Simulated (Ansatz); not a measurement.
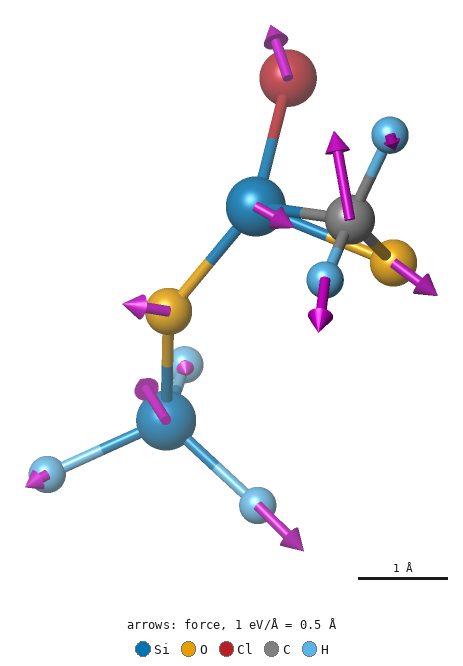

Starting geometry of CH$_{5}$ClO$_{2}$Si$_{2}$ (coarse preliminary run) with the computed forces as purple arrows. The picture is a ball-and-stick view, seen from a free direction.

The start comes from a force field.

Method: Ansatz, RKS PBE-D4/def2-SVP. (force threshold 0.03 eV/Å; at most 200 steps)

**Is this structure relaxed? If not, where do the atoms go?**

It isn't relaxed: the largest force vector, on the C atom, is 2.05 eV/Å. The final displacements follow the starting forces only in part (cosine between the two patterns 0.31). The largest move after the best rigid fit is that of a Si atom, 0.31 Å. Largest moves by element: Si 0.31 Å, O 0.30 Å, H 0.23 Å, Cl 0.21 Å, C 0.15 Å. Near-neighbour distances that change, for instance: C–O 1.425 → 1.524 Å, H–Si 1.426 → 1.502 Å, Cl–Si 2.002 → 2.056 Å, C–H 1.069 → 1.108 Å. Among the angles between lasting bonds that change: Cl–Si–O 101.6° → 116.8°, O–Si–O 109.1° → 119.2°, O–C–H 120.6° → 112.8°. The energy falls by 12.8 kcal/mol in 5 accepted moves (6 points after the start). The largest force component goes from 1.6 to 0.026 eV/Å. The line search rejected the trial step at point 5 of the run. The run took 11 s on 4 threads of Arm Neoverse V2 (shared host).
